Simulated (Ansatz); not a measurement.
GaSb (zinc blende)

```cif
data_Ga4Sb4
_chemical_formula_sum 'Sb4 Ga4'
_space_group_name_H-M_alt 'F-43m'
_space_group_IT_number 216
_space_group_name_Hall 'F -4 2 3'
_cell_length_a 6.11200
_cell_length_b 6.11200
_cell_length_c 6.11200
_cell_angle_alpha 90.000
_cell_angle_beta 90.000
_cell_angle_gamma 90.000
loop_
_atom_site_label
_atom_site_type_symbol
_atom_site_symmetry_multiplicity
_atom_site_Wyckoff_symbol
_atom_site_fract_x
_atom_site_fract_y
_atom_site_fract_z
_atom_site_occupancy
Sb1 Sb 4 c 0.25000 0.25000 0.25000 1
Ga1 Ga 4 a 0.00000 0.00000 0.00000 1
```
(The calculation used a cell of 2 atoms; values per cell refer to that cell.)

Equation-of-state scan: isotropic scaling of the cell above, V₀ being its volume. Symmetry pins the atoms to their sites.

All values below come from PBEsol (plane waves to 420 eV, PAW, scalar-relativistic; Ansatz, a quantum-chemistry and plane-wave program). k mesh 13×13×13 (Γ-centred), Fermi-Dirac smearing 0.05 eV. The energy includes the smearing's −TS. At this level the bands of GaSb touch or barely overlap; measurements give the solid a gap. GaSb was relaxed with its symmetry unable to fall. Spin-orbit coupling is left out, though Sb is heavy. The PAW data are Ansatz's earlier set. ΔE is measured from the relaxed starting cell.

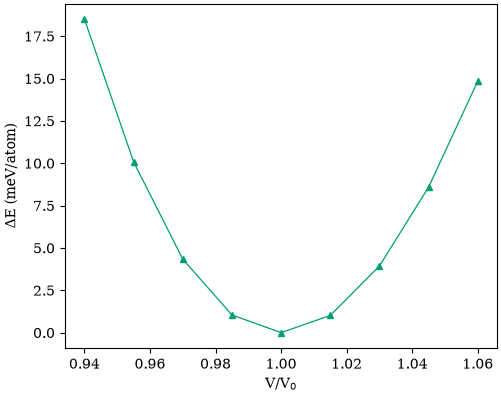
ΔE (meV/atom) against V/V₀; markers are the computed points, lines only join them.

Q: What is ΔE at V/V₀ = 0.940?

A: About 19 meV/atom.

Q: What is ΔE at V/V₀ = 1.060?

A: About 15 meV/atom.

Q: What bulk modulus B₀ follows from a third-order Birch-Murnaghan fit?

A: About 52 GPa.

(Under strain, the slope of the energy per volume gives the stress and its curvature an elastic modulus.)
